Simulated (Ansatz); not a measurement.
# Platinum, dhcp under m-r²SCAN: from relaxation to bulk modulus

The plan for platinum in the dhcp structure: relax it, solve it on a dense k-mesh, then scale the cell to 7 volumes from 88 to 112 % of the relaxed one and try a fit of the equation of state. The start is ferromagnetic. The k-meshes are 13×13×4 for the relaxation; 17×17×5 for the dense run; 15×15×4 for the volumes.

Computed with Ansatz 0.2.0 (DFT m-r2SCAN, plane waves (500 eV) with PAW, scalar-relativistic; PBE-made PAW files; m-r²SCAN is r²SCAN on the gauge-invariant kinetic-energy density, unless a step says otherwise).

## 1. The structure to begin with

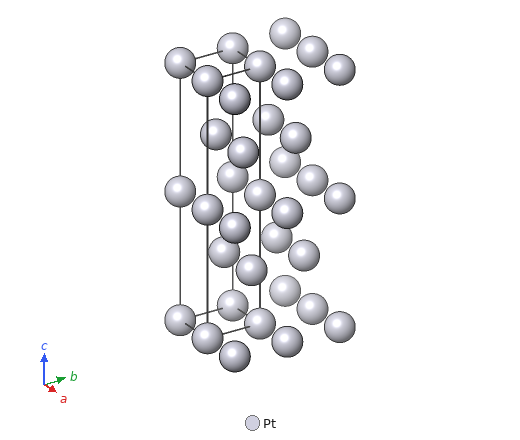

The structure, seen slightly off an axis (platinum light grey). 2×2×1 cells are drawn. Any atoms on the faces are drawn again on the opposite ones.

Structure file:

```cif
data_structure
_symmetry_space_group_name_H-M 'P 1'
_symmetry_Int_Tables_number 1
_cell_length_a 2.7740
_cell_length_b 2.7740
_cell_length_c 9.0600
_cell_angle_alpha 90.000
_cell_angle_beta 90.000
_cell_angle_gamma 120.000
_cell_volume 60.38
loop_
_atom_site_label
_atom_site_type_symbol
_atom_site_fract_x
_atom_site_fract_y
_atom_site_fract_z
_atom_site_occupancy
Pt1 Pt 0.00000 0.00000 0.00000 1
Pt2 Pt 0.00000 0.00000 0.50000 1
Pt3 Pt 0.33333 0.66667 0.25000 1
Pt4 Pt 0.66667 0.33333 0.75000 1
```

The atoms start with moments of +1 ×4 μB.

## 2. Geometry optimisation

input.yaml

```yaml
crystal:
  lattice:
    - [2.7740467412, 0.0, 0.0]
    - [-1.3870233706, 2.4023949491, 0.0]
    - [0.0, 0.0, 9.0600366567]
  atoms:
    - { symbol: Pt, position: [0.0, 0.0, 0.0], spin: 1.0 }
    - { symbol: Pt, position: [0.0, 0.0, 0.5], spin: 1.0 }
    - { symbol: Pt, position: [0.3333333333, 0.6666666667, 0.25], spin: 1.0 }
    - { symbol: Pt, position: [0.6666666667, 0.3333333333, 0.75], spin: 1.0 }
hamiltonian:
  xc: mr2scan
  pseudopotentials:
    kind: paw
    azcp:
      Pt: "pseudopotentials/Pt.paw.azcp"
basis:
  ecutwfc: 500
  fft_grid_basis: typed
kpoints:
  mp_grid: { grid: [13, 13, 4], shift: [0, 0, 0] }
magnetization:
  spin_polarized: true
scf:
  occupations: { method: fermi_dirac, width: 0.05 }
relax:
  max_steps: 60
  f_tol: 0.01
  cell: {}
output:
  write_density: true
  write_potential: true
  elf: true
  volumetric_format: npy
```

Launch:

```console
$ ansatz run input.yaml --threads 2 --pin off --max-ram 6144MiB --backend cpu --events-out ev --progress --plain --runs-dir out
```

What it wrote:

```text
Warning: RAYON_NUM_THREADS=2 ignored (pool sized by the plan → 2); use --threads N
Engine: ansatz 0.2.0, aarch64-unknown-linux-gnu
Pseudopotentials: kind: paw
Pseudopotential: Pt, paw, valence charge 18, recommended cutoff 500 eV (meta_gga), <dir>
Functional definition: m-r2SCAN
  exchange = m_r2scan_x
  correlation = m_r2scan_c
Crystal: 4 atoms, lattice volume = 60.379 Å³
Basis set: ecut = 500 eV, 1533 PW (Γ), exchange–correlation on 96×96×288 points (64 copies of the dense FFT grid, shifted against one another)
Bands: 46, of which v1, the nominal top of the filled ones, is band 36 counted from 1 (35 counted from 0)
Symmetry: 24 space group operations
Space group: P63/mmc (ITA 194), of the structure as read, at distance tolerance 3.9e-5 Å
Magnetic group: BNS 194.263 (UNI 1493), of the structure as read, at distance tolerance 3.9e-5 Å
k-points: 63 of 676
Non-local potential: Pt, projectors of the file, l = 0: 3, l = 1: 2, l = 2: 2, l = 3: 1
PAW form: soft (Blöchl's): semilocal exchange-correlation on the pseudo side does not see the compensation charge
PAW frozen core: Pt, regenerated for the run's functional (the file was generated under x = pbe(κ = 0.804, μ = 0.2195149727645171), c = pbe(β = 0.06672455060314922))
PAW one-centre angular grid: Pt, 590 points (default); XC on 160 Gauss nodes
Initial density: superposition of atomic densities (chi_scale 0.1, normalization cell)
Starting moments: Σ|m| = 4 μB on 4 of 4 sites
Initial wavefunctions: pseudopotential atomic-orbital guess
Functional: x = mr2scan, c = mr2scan; τ floored in thin density (d = 2e-4 eV/Å³)
iter 1 solved again at ethr=2.70e-3 eV; its pass at ethr=3.10e-3 eV (dr2=1.95e0 eV) is discarded
SCF iter   1: F=—  HF=-50147.278890 eV  |F-HF|=—  |Δ(HF+E_count)|=         —  Δρ=4.08e-2 (↑4.08e-2 ↓3.11e-2)  dr2=2.61e0  dr2_τ=3.60e-2  dr2_m=1.18e-1  M=2.502 μB ∫|m|=2.512 μB  β_m=0.80  ethr=2.70e-3  ⟨swp⟩=2.0  Hψ=30639  notcnv=0
Mixer restart at iter 1: flushing history
preconditioner: auto → Kerker (q_TF=auto, 2.810 Å⁻¹)  [metal: Δε(μ)=0.016 eV  Ē_g=11.390 eV  σ=0.050 eV  W_gap=0.08  n_scr=26 (ndim 8)  ℏωp=30.2 eV  f_vac=0.000  D(μ)=3.43/eV (n_scr^D=38)]
spin=Collinear: Kerker preconditioning applied to the charge; magnetization (m = ρ↑ − ρ↓) channel mixes plain (no charge-response kernel on spin).
SCF iter   2: F=—  HF=-50146.446018 eV  |F-HF|=—  |Δ(HF+E_count)|=   8.33e-1  Δρ=1.98e-2 (↑1.98e-2 ↓1.97e-2)  dr2=7.80e-1  dr2_τ=2.42e-2  dr2_m=8.90e-3  M=2.385 μB ∫|m|=2.432 μB  β_m=1.00  ethr=2.70e-3  ⟨swp⟩=2.0  Hψ=9440  notcnv=0  κ⁻¹=1.0e0(r=1)
SCF iter   3: F=—  HF=-50146.743486 eV  |F-HF|=—  |Δ(HF+E_count)|=   2.97e-1  Δρ=1.32e-2 (↑1.32e-2 ↓1.12e-2)  dr2=2.83e-1  dr2_τ=6.83e-3  dr2_m=2.21e-3  M=2.225 μB ∫|m|=2.311 μB  β_m=1.00  ethr=1.08e-3  ⟨swp⟩=2.3  Hψ=8310  notcnv=0  defer=129  κ⁻¹=1.1e-1(r=2)
SCF iter   4: F=—  HF=-50147.393632 eV  |F-HF|=—  |Δ(HF+E_count)|=         —  Δρ=4.18e-2 (↑4.18e-2 ↓3.73e-2)  dr2=3.73e-2  dr2_τ=1.22e-1  dr2_m=8.49e-1  M=-0.325 μB ∫|m|=0.325 μB  β_m=1.00  ethr=3.93e-4  ⟨swp⟩=2.0  Hψ=9195  notcnv=0  defer=201  κ⁻¹=1.1e-1(r=2)
SCF iter   5: F=—  HF=-50147.097046 eV  |F-HF|=—  |Δ(HF+E_count)|=   2.97e-1  Δρ=8.90e-3 (↑6.13e-3 ↓8.90e-3)  dr2=1.21e-1  dr2_τ=4.45e-3  dr2_m=3.89e-3  M=-0.069 μB ∫|m|=0.069 μB  β_m=0.37  ethr=6.94e-5  ⟨swp⟩=2.0  Hψ=10497  notcnv=0  defer=255  κ⁻¹=1.1e-1(r=2)
SCF iter   6: F=—  HF=-50146.974880 eV  |F-HF|=—  |Δ(HF+E_count)|=   1.22e-1  Δρ=3.92e-3 (↑3.92e-3 ↓2.83e-3)  dr2=8.66e-3  dr2_τ=8.64e-4  dr2_m=3.30e-3  M=-0.321 μB ∫|m|=0.321 μB  β_m=0.67  ethr=6.94e-5  ⟨swp⟩=2.0  Hψ=10435  notcnv=0  defer=288  κ⁻¹=1.7e-2(r=3)
SCF iter   7: F=—  HF=-50146.976533 eV  |F-HF|=—  |Δ(HF+E_count)|=   1.65e-3  Δρ=2.44e-3 (↑2.35e-3 ↓2.44e-3)  dr2=1.22e-3  dr2_τ=2.00e-4  dr2_m=2.14e-3  M=-0.227 μB ∫|m|=0.227 μB  β_m=1.00  ethr=1.20e-5  ⟨swp⟩=1.5  Hψ=7307  notcnv=0  defer=287  κ⁻¹=2.2e-3(r=4)
SCF iter   8: F=—  HF=-50146.990349 eV  |F-HF|=—  |Δ(HF+E_count)|=   1.38e-2  Δρ=2.85e-3 (↑2.85e-3 ↓1.80e-3)  dr2=1.49e-3  dr2_τ=4.44e-4  dr2_m=2.54e-3  M=-0.078 μB ∫|m|=0.078 μB  β_m=0.96  ethr=1.69e-6  ⟨swp⟩=2.1  Hψ=9240  notcnv=0  defer=313  κ⁻¹=2.5e-4(r=5)
SCF iter   9: F=—  HF=-50146.996518 eV  |F-HF|=—  |Δ(HF+E_count)|=   6.17e-3  Δρ=2.57e-3 (↑2.57e-3 ↓1.80e-3)  dr2=6.64e-4  dr2_τ=3.74e-4  dr2_m=2.46e-3  M=0.035 μB ∫|m|=0.035 μB  β_m=1.00  ethr=1.69e-6  ⟨swp⟩=2.3  Hψ=8862  notcnv=0  defer=307  κ⁻¹=3.5e-5(r=6)
SCF iter  10: F=—  HF=-50146.997139 eV  |F-HF|=—  |Δ(HF+E_count)|=   6.22e-4  Δρ=1.23e-3 (↑1.23e-3 ↓7.46e-4)  dr2=2.44e-4  dr2_τ=7.23e-5  dr2_m=4.79e-4  M=0.382 μB ∫|m|=0.390 μB  β_m=1.00  ethr=9.22e-7  ⟨swp⟩=2.0  Hψ=10299  notcnv=0  defer=311  κ⁻¹=1.0e-5(r=7)
SCF iter  11: F=—  HF=-50146.995115 eV  |F-HF|=—  |Δ(HF+E_count)|=   2.02e-3  Δρ=4.34e-4 (↑3.61e-4 ↓4.34e-4)  dr2=3.19e-5  dr2_τ=1.35e-5  dr2_m=6.24e-5  M=0.377 μB ∫|m|=0.386 μB  β_m=1.00  ethr=3.38e-7  ⟨swp⟩=2.0  Hψ=8101  notcnv=0  defer=305  κ⁻¹=5.7e-6(r=8)
SCF iter  12: F=—  HF=-50146.996476 eV  |F-HF|=—  |Δ(HF+E_count)|=   1.36e-3  Δρ=5.79e-4 (↑5.79e-4 ↓5.33e-4)  dr2=3.34e-6  dr2_τ=2.54e-5  dr2_m=1.69e-4  M=0.263 μB ∫|m|=0.269 μB  β_m=1.00  ethr=4.44e-8  ⟨swp⟩=2.0  Hψ=10196  notcnv=0  defer=292  κ⁻¹=6.0e-6(r=8)
SCF iter  13: F=—  HF=-50146.996658 eV  |F-HF|=—  |Δ(HF+E_count)|=   1.82e-4  Δρ=5.10e-4 (↑5.10e-4 ↓4.80e-4)  dr2=2.61e-6  dr2_τ=2.01e-5  dr2_m=1.33e-4  M=0.238 μB ∫|m|=0.243 μB  β_m=1.00  ethr=4.64e-9  ⟨swp⟩=2.0  Hψ=10401  notcnv=0  defer=290  κ⁻¹=7.3e-7(r=8)
SCF iter  14: F=—  HF=-50146.996816 eV  |F-HF|=—  |Δ(HF+E_count)|=   1.58e-4  Δρ=4.58e-4 (↑4.58e-4 ↓4.28e-4)  dr2=2.61e-6  dr2_τ=1.61e-5  dr2_m=1.07e-4  M=0.212 μB ∫|m|=0.217 μB  β_m=1.00  ethr=3.63e-9  ⟨swp⟩=2.0  Hψ=10402  notcnv=0  defer=288  κ⁻¹=1.3e-6(r=8)
SCF iter  15: F=—  HF=-50146.997327 eV  |F-HF|=—  |Δ(HF+E_count)|=   5.11e-4  Δρ=2.34e-4 (↑2.34e-4 ↓2.13e-4)  dr2=1.71e-6  dr2_τ=4.02e-6  dr2_m=2.64e-5  M=0.096 μB ∫|m|=0.098 μB  β_m=1.00  ethr=3.63e-9  ⟨swp⟩=3.3  Hψ=14045  notcnv=0  defer=285  κ⁻¹=1.1e-6(r=8)
SCF iter  16: F=—  HF=-50146.997443 eV  |F-HF|=—  |Δ(HF+E_count)|=   1.16e-4  Δρ=1.03e-4 (↑1.03e-4 ↓9.05e-5)  dr2=1.09e-6  dr2_τ=7.28e-7  dr2_m=4.56e-6  M=0.045 μB ∫|m|=0.046 μB  β_m=1.00  ethr=2.37e-9  ⟨swp⟩=3.0  Hψ=11995  notcnv=0  defer=285  κ⁻¹=2.6e-6(r=8)
SCF iter  17: F=—  HF=-50146.997447 eV  |F-HF|=—  |Δ(HF+E_count)|=   3.88e-6  Δρ=9.81e-5 (↑9.81e-5 ↓9.17e-5)  dr2=2.23e-7  dr2_τ=7.34e-7  dr2_m=4.89e-6  M=0.050 μB ∫|m|=0.051 μB  β_m=1.00  ethr=1.52e-9  ⟨swp⟩=2.1  Hψ=9763  notcnv=0  defer=287  κ⁻¹=1.5e-6(r=8)
SCF iter  18: F=—  HF=-50146.997478 eV  |F-HF|=—  |Δ(HF+E_count)|=   3.09e-5  Δρ=3.48e-5 (↑3.37e-5 ↓3.48e-5)  dr2=1.34e-7  dr2_τ=9.16e-8  dr2_m=6.13e-7  M=0.015 μB ∫|m|=0.015 μB  β_m=1.00  ethr=3.09e-10  ⟨swp⟩=3.4  Hψ=14279  notcnv=0  defer=287  κ⁻¹=2.0e-6(r=8)
SCF iter  19: F=—  HF=-50146.997480 eV  |F-HF|=—  |Δ(HF+E_count)|=   2.09e-6  Δρ=1.48e-5 (↑1.46e-5 ↓1.48e-5)  dr2=2.81e-8  dr2_τ=1.72e-8  dr2_m=1.07e-7  M=0.009 μB ∫|m|=0.010 μB  β_m=1.00  ethr=1.86e-10  ⟨swp⟩=2.0  Hψ=10424  notcnv=0  defer=288  κ⁻¹=1.9e-5(r=8)
SCF iter  20: F=—  HF=-50146.997481 eV  |F-HF|=—  |Δ(HF+E_count)|=   9.13e-7  Δρ=1.07e-5 (↑9.70e-6 ↓1.07e-5)  dr2=1.12e-8  dr2_τ=8.08e-9  dr2_m=5.40e-8  M=0.004 μB ∫|m|=0.004 μB  β_m=1.00  ethr=3.91e-11  ⟨swp⟩=2.0  Hψ=10460  notcnv=0  defer=288  κ⁻¹=3.9e-5(r=8)
SCF iter  21: F=—  HF=-50146.997481 eV  |F-HF|=—  |Δ(HF+E_count)|=   2.43e-7  Δρ=3.73e-6 (↑2.80e-6 ↓3.73e-6)  dr2=7.33e-9  dr2_τ=4.32e-10  dr2_m=2.59e-9  M=-0.001 μB ∫|m|=0.001 μB  β_m=1.00  ethr=1.56e-11  ⟨swp⟩=3.4  Hψ=12475  notcnv=0  defer=288  κ⁻¹=1.1e-5(r=8)
SCF iter  22: F=—  HF=-50146.997481 eV  |F-HF|=—  |Δ(HF+E_count)|=   7.84e-8  Δρ=7.27e-6 (↑7.27e-6 ↓6.98e-6)  dr2=1.99e-9  dr2_τ=4.11e-9  dr2_m=2.77e-8  M=-0.003 μB ∫|m|=0.003 μB  β_m=1.00  ethr=1.02e-11  ⟨swp⟩=2.0  Hψ=10470  notcnv=0  defer=288  κ⁻¹=6.6e-6(r=8)
SCF iter  23: F=—  HF=-50146.997481 eV  |F-HF|=—  |Δ(HF+E_count)|=   8.66e-8  Δρ=2.34e-6 (↑2.34e-6 ↓1.98e-6)  dr2=6.09e-10  dr2_τ=3.43e-10  dr2_m=2.35e-9  M=0.001 μB ∫|m|=0.001 μB  β_m=0.79  ethr=2.76e-12  ⟨swp⟩=3.3  Hψ=13733  notcnv=0  defer=288  κ⁻¹=1.6e-5(r=8)
SCF iter  24: F=—  HF=-50146.997481 eV  |F-HF|=—  |Δ(HF+E_count)|=   3.65e-9  Δρ=5.45e-7 (↑5.45e-7 ↓4.31e-7)  dr2=1.61e-10  dr2_τ=1.18e-11  dr2_m=7.65e-11  M=-0.000 μB ∫|m|=0.000 μB  β_m=1.00  ethr=1.00e-12  ⟨swp⟩=2.0  Hψ=10482  notcnv=0  defer=288  κ⁻¹=1.8e-5(r=8)
SCF iter  25: F=—  HF=-50146.997481 eV  |F-HF|=—  |Δ(HF+E_count)|=  2.26e-10  Δρ=5.76e-7 (↑5.76e-7 ↓4.19e-7)  dr2=8.68e-11  dr2_τ=1.73e-11  dr2_m=1.06e-10  M=-0.000 μB ∫|m|=0.000 μB  β_m=1.00  ethr=1.00e-12  ⟨swp⟩=4.1  Hψ=26171  notcnv=0  κ⁻¹=4.3e-6(r=8)
SCF iter  26: F=—  HF=-50146.997481 eV  |F-HF|=—  |Δ(HF+E_count)|=  1.67e-10  Δρ=4.36e-7 (↑4.36e-7 ↓4.25e-7)  dr2=1.47e-10  dr2_τ=1.43e-11  dr2_m=8.33e-11  M=0.000 μB ∫|m|=0.000 μB  β_m=1.00  ethr=1.00e-12  ⟨swp⟩=6.0  Hψ=24304  notcnv=0  κ⁻¹=4.8e-6(r=8)
SCF iter  27: F=-50146.997481 eV  HF=-50146.997481 eV  |F-HF|=2.18e-11  |Δ(HF+E_count)|=  1.96e-10  Δρ=1.69e-7 (↑1.69e-7 ↓1.39e-7)  dr2=8.96e-12  dr2_τ=1.63e-12  dr2_m=1.09e-11  M=-0.000 μB ∫|m|=0.000 μB  ethr=1.00e-12  ⟨swp⟩=5.3  Hψ=22966  notcnv=0
WARN: the starting moments were not kept: the SCF closed with an absolute magnetisation of 3.6e-5 μB, where they sum to 4 μB in size (4 sites). That is at most 0.1 of that sum. Measured as dr2_m measures the in/out step, that magnetisation stands 1.7e-10 eV from none, at or under the dr2_threshold of 1.0e-7 eV: it is no larger than a step whose dr2_m would equal this threshold. The system may hold no moment; this SCF shows only that its start led to no more than that. To try another start: raise the starting moments (crystal.atoms[].spin, magnetization.per_species, magnetization.initial_magnetization, or on a non-collinear deck that types none of these the spinor_matrix: blocks that start its atoms; where the total moment is fixed, keep their sum and leave initial_magnetization as it is; typed ones take the place of any that the run laid by itself, positive ones on a crystal's lanthanoids without a Hubbard term where scf.initial_density.shell_occupations: [] is typed) or, if the notice of its spin-set hold's release reads "site moments contracting" or "site moments show no strong build", lengthen the hold (scf.mixing.spin_hold: { on: { confirm: 4 } }; for m-r²SCAN on two components see the key's manual first). Each may lead to a state that holds a moment. A second SCF, from the converged charge density, with the starting moments and any scf.initial_density.shell_occupations laid on it anew, would have followed, and was not run: the deck does not ask for one (magnetization.retry_lost_moments is false, the default). To let it run, set magnetization.retry_lost_moments: true and run the deck again, where that key's refused combinations let it; where memory then withholds it, that run's warning says so.
SCF 1 converged in 27 iterations: F = -50146.997481 eV  dr2 = 8.96e-12
relax step   1: F+E_penalty+E_count = -50146.99748138 eV  Δ(F+E_penalty+E_count) = +0.000e0 eV  max|allowed force component| = 1.480e-16 eV/Å  Δτ_max = 0.0000 Å  P = +4.446 GPa  Ω = 60.379 Å³  (27 SCF iters, accepted)
[... 46 lines left out ...]
relax step   2: F+E_penalty+E_count = -50146.97710809 eV  Δ(F+E_penalty+E_count) = +2.037e-2 eV  max|allowed force component| = 9.252e-17 eV/Å  Δτ_max = 0.0000 Å  P = -7.678 GPa  Ω = 63.288 Å³  energy of the carried Pulay correction = -1.292e-3 eV  (33 SCF iters, dr2 threshold 4.00e-7 eV, rejected (line search))
[... 49 lines left out ...]
relax step   4: F+E_penalty+E_count = -50147.02752901 eV  Δ(F+E_penalty+E_count) = -5.981e-3 eV  max|allowed force component| = 5.551e-17 eV/Å  Δτ_max = 0.0000 Å  P = -0.175 GPa  Ω = 61.396 Å³  energy of the carried Pulay correction = -4.525e-4 eV  (10 SCF iters, dr2 threshold 4.00e-7 eV, accepted)
[... 31 lines left out ...]
relax step   6: F+E_penalty+E_count = -50147.02901456 eV  Δ(F+E_penalty+E_count) = -2.916e-5 eV  max|allowed force component| = 7.401e-17 eV/Å  Δτ_max = 0.0000 Å  P = -0.001 GPa  Ω = 61.383 Å³  energy of the carried Pulay correction = -4.439e-4 eV  (9 SCF iters, dr2 threshold 2.26e-8 eV, accepted)
[... 17 lines left out ...]
relax step   7: F+E_penalty+E_count = -50147.02952486 eV  Δ(F+E_penalty+E_count) = -5.103e-4 eV  max|allowed force component| = 7.401e-17 eV/Å  Δτ_max = 0.0000 Å  P = +0.006 GPa  Ω = 61.383 Å³  stress off target by 8.08e-3 GPa  SCF on the basis re-selected at this cell (its energy is not comparable with the rows above)  (12 SCF iters)
[... 1 line left out ...]
SCF converged after 12 iterations
Stability not checked: this state was not tested for a lower state beside it, because the mixer in use, unlike msr1, does not test its closes by its own steps (another_mixer; see scf.mixing.algorithm and scf.lower_state_search)
Magnetization: -0.0000 μB (36.0000 up, 36.0000 down)
Absolute magnetization: 0.0000 μB (∫|ρ↑−ρ↓|, with the PAW one-centre terms)
Spin contamination: 0.0000 ħ² per cell (⟨S²⟩ above its minimum at these occupations)
Per-site moments (μB) at R_I (Å): [(-4.0121235022384715e-10, 1.1369983178189662), (-4.012123723551972e-10, 1.1369983178189662), (-9.352298719127682e-11, 1.1369983178189662), (-9.352299099223803e-11, 1.1369983178189662)]
Free energy (F): -50147.029525 eV
Harris-Foulkes:  -50147.029525 eV  (|F-HF|=2.18e-11)
Internal energy: -50146.971526 eV  (E = F + TS)
E sigma→0 (E₀):  -50147.000525 eV
Entropy (-TS):   -0.057999 eV (-14.500 meV/atom)
Fermi energy:    22.602184 eV
--- Per-component energies (eV) ---
  E_band       = -620.317935
  E_kinetic    = 2551.528191
  E_local      = -5959.969542  (includes V_loc(G=0)·N_el)
  E_nonlocal   = 808.344464
  E_hartree    = 2217.255301
  E_xc         = -1000.611027
  E_vxc        = -1350.324611  (∫ρ·V_xc dr)
  E_paw        = -37919.564131  (= ΣΔE_a)
  E_vpaw       = -1190.668515  (= ΣTr[D̂ρ^β])
  E_aug_tail   = 0.000616  (compensation charges beyond the density's cutoff)
  E_vtau       = 86.261004  (kinetic-family band-sum trace: ∫τ·v_τ [+ j·A + Jᵃ·Aᵃ] dr)
  E_ewald      = -10843.029420
  E_core_change = -0.925978  (= ΣΔE_core)
  E_smearing   = -0.057999  (= −TS)
  E_closure    = -0.000000  (closes the sum)
  Σ components = -50147.029525   (vs F -50147.029525, Δ=0.00e0)
--- Forces (eV/Å), atoms counted from 1 ---
  atom   1  Pt     0.00000000     0.00000000     0.00000000
  atom   2  Pt     0.00000000     0.00000000    -0.00000000
  atom   3  Pt    -0.00000000    -0.00000000     0.00000000
  atom   4  Pt     0.00000000     0.00000000     0.00000000
  max |Σ_I F_I| component: 4.21e-30 eV/Å
--- Stress (GPa, compression-positive) ---
        0.004850       0.000000       0.000000
       -0.000000       0.004850       0.000000
        0.000000       0.000000       0.008077
  P = ⅓ Tr σ = 0.0059 GPa (0.059 kbar)
--- Band table (eV; the first three rows and the last of 126) ---
[... 4 lines left out ...]
--- Relaxed structure (6 steps of the walk, 5 accepted, 1 SCFs on fresh bases) ---
  F+E_penalty+E_count = -50147.02952486 eV   max|allowed force component| = 7.401e-17 eV/Å   (the final SCF, on the basis selected at the relaxed cell)
  cell:  # Å, volume = 61.3834 Å³
    - [2.756359558349009, 0.0, 0.0]
    - [-1.3781797791745045, 2.3870773994942978, 0.0]
    - [0.0, 0.0, 9.329294227538718]
  atoms:
    - { symbol: Pt, position: [-7.870570353661426e-35, -1.5741140707322852e-34, 3.386502209725744e-93] }
    - { symbol: Pt, position: [-7.709551158117228e-35, -1.657621448489966e-34, 0.5] }
    - { symbol: Pt, position: [0.3333333333333333, 0.6666666666666667, 0.25] }
    - { symbol: Pt, position: [0.6666666666666667, 0.3333333333333333, 0.75] }
```

Wall time 4.8 min (2 threads of Arm Neoverse V1, shared host); peak memory 0.74 GiB.

Relaxation path:

```csv
step,energy change (meV/atom),largest force (eV/Å),pressure (GPa),volume (Å³/atom),accepted
1,0.00,0.0000,4.45,15.095,yes
2,5.09,0.0000,-7.68,15.822,no
3,-6.02,0.0000,-0.26,15.350,yes
4,-7.51,0.0000,-0.17,15.349,yes
5,-7.88,0.0000,0.03,15.345,yes
6,-7.88,0.0000,0.00,15.346,yes
7,-8.01,0.0000,0.01,15.346,yes
```

Steps that repeat a cell are solved on a basis chosen anew, so their changes of energy are no gain of the relaxation.

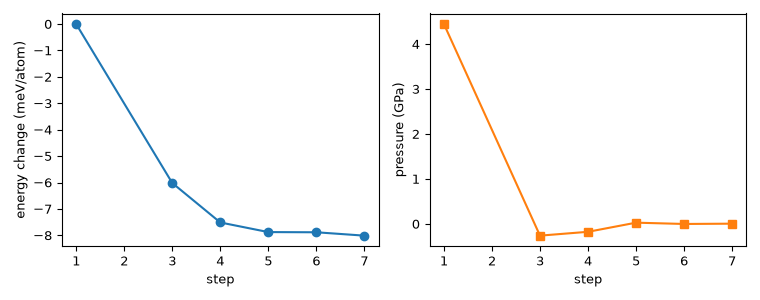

Energy and pressure over the accepted steps.

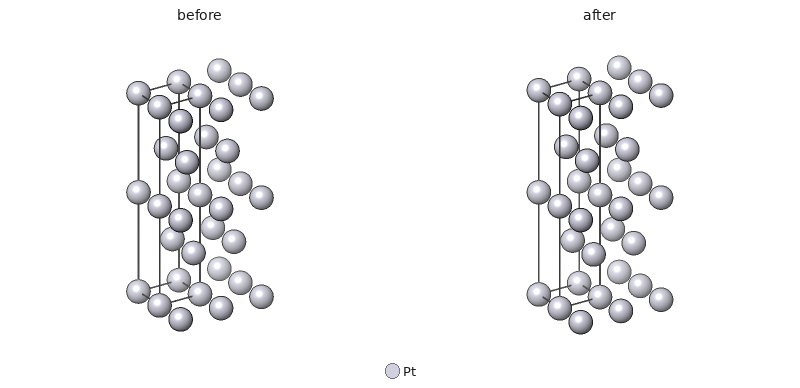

The structure before (left) and after (right), drawn at the same scale. The cells drawn are those of the first picture.

The cell of the run, before and after:

|  | before | after | change |
| --- | --- | --- | --- |
| a (Å) | 2.774 | 2.756 | -0.6 % |
| b (Å) | 2.774 | 2.756 | -0.6 % |
| c (Å) | 9.060 | 9.329 | +3.0 % |
| volume (Å³/atom) | 15.095 | 15.346 | +1.7 % |
| shortest distance (Å) | 2.774 | 2.756 | -0.6 % |
| space group (spins left aside) | P6_3/mmc | P6_3/mmc | same |

[end of part 1 of 2]
